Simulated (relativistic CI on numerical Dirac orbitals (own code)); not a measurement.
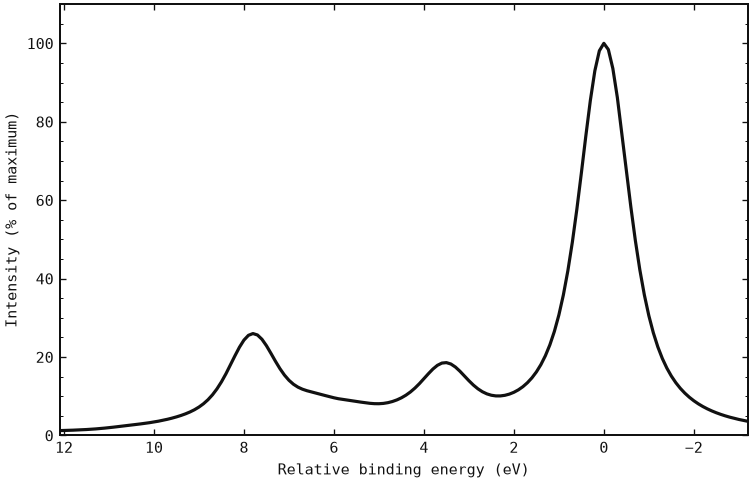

1s photoemission of nominal Cr³⁺ (d³) with U_dd = 5.2, U_pd = 6.5, 10Dq = 1.25 (ligand 0.9), V(eg) = 1.85, V(t2g) = −0.93 eV, final-state hopping scaled by 0.9. Charge-transfer multiplet model of a cubic metal–ligand cluster, up to 2 ligand holes (L), atomic integrals computed for Dirac–Coulomb–Breit ions and scaled by 0.8, 300 K, Voigt broadening (Lorentzian 1.1 eV, Gaussian 0.6 eV). Energies are counted from the highest peak in the lower part of the range.

Question: Estimate the charge-transfer energy Δ and the make-up of the ground state.

Answer: Δ = 4.7 eV, close to U_dd. The ground state is 66 % d³, 31 % d⁴L and 3 % d⁵L², with 3.37 d electrons and S = 1.50. The main maxima lie at 0.0 eV (100), 3.5 eV (19) and 7.8 eV (26), heights in % of the largest.
